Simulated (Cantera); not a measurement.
Feed: 1 mol HgO, 0.14 mol O₂, 0.19 mol H₂, equilibrated at 1.40 bar.

Equilibrium computed with Cantera from the NASA thermochemical tables; the gas is ideal and each condensed phase is pure. Candidate condensed phases: H₂O, Hg, HgO; 10 gas species. Kinetics and transport are ignored.

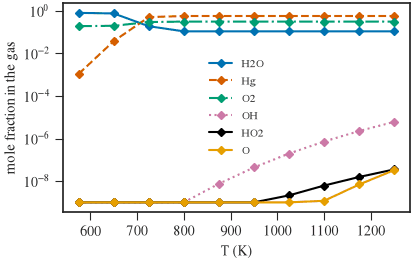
*Equilibrium gas composition (values under 1e-9 drawn at 1e-9)*

From 575 K to 725 K the condensed part is HgO(s). From 800 K to 1250 K nothing is condensed. The main Hg-bearing gas is Hg throughout.
